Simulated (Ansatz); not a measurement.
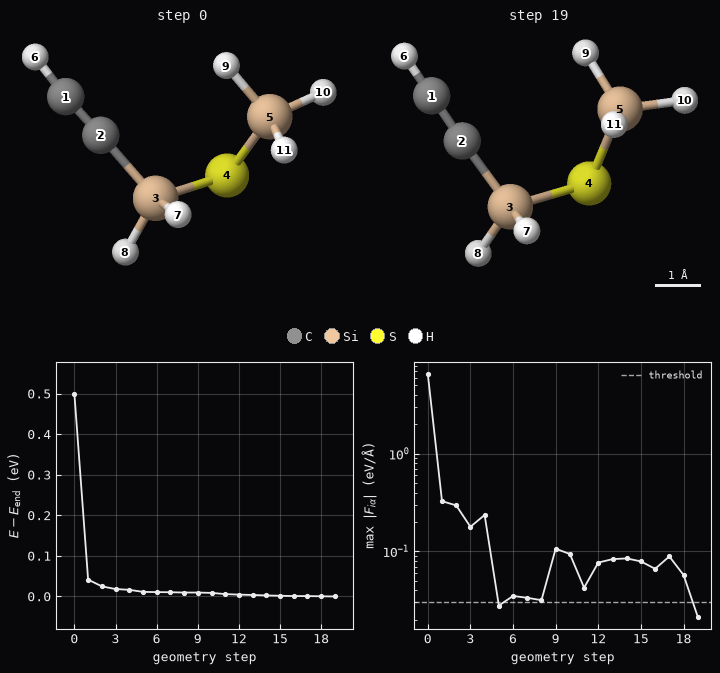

First and last geometry of a relaxation of C₂H₆SSi₂ (coarse preliminary run), with the history of the run. A ball-and-stick model, seen face on.

The start comes from a force field.

Theory: RKS PBE-D4/def2-SVP (Ansatz 0.2.0).

The input:
```yaml
crystal:
  periodic: [false, false, false]
  atoms:
    - {symbol: C, position_ang: [-0.161600, 1.219400, 2.473900]}
    - {symbol: C, position_ang: [-0.073900, 0.285000, 1.775900]}
    - {symbol: Si, position_ang: [0.107500, -1.224800, 0.689500]}
    - {symbol: S, position_ang: [-1.153400, -1.115300, -0.935600]}
    - {symbol: Si, position_ang: [-0.118300, 0.339700, -2.021300]}
    - {symbol: H, position_ang: [-0.339700, 2.146400, 3.068800]}
    - {symbol: H, position_ang: [1.557300, -1.346800, 0.203400]}
    - {symbol: H, position_ang: [-0.134700, -2.431300, 1.476500]}
    - {symbol: H, position_ang: [-0.019700, 1.612400, -1.168500]}
    - {symbol: H, position_ang: [-0.821700, 0.634700, -3.253700]}
    - {symbol: H, position_ang: [1.223500, -0.176200, -2.288300]}
basis:
  gaussian: {orbitals: def2-SVP}
hamiltonian: {xc: pbe, dispersion: d4}
relax: {f_tol: 0.03, max_steps: 200}
```

Launched with:
```bash
ansatz run in.yaml --threads 4 --pin off --events-out ev --progress --plain --max-ram 10444MiB
```

> What do the curves and the structures tell?

It converged. The largest move after the best rigid fit is that of H11, 0.84 Å. Largest moves by element: H 0.84 Å, C 0.30 Å, S 0.23 Å, Si 0.22 Å. Near-neighbour distances that change, for instance: Si3–S4 2.060 → 2.162 Å, S4–Si5 2.090 → 2.171 Å, C1–C2 1.170 → 1.229 Å, Si5–H10 1.449 → 1.502 Å. Among the angles between lasting bonds that change: C2–C1–H6 173.7° → 179.7°, S4–Si3–H8 111.6° → 105.9°, H7–Si3–H8 105.2° → 110.5°. Groups turn about Si3–S4 by about 20°. The energy falls by 0.499 eV in 19 geometry steps. Largest force component: 6.6 eV/Å at the start, 0.021 eV/Å at the end. The forces were under the threshold at step 5, but the run went on from there. Cost: 20 s on 4 threads of Arm Neoverse V2, on a shared host.
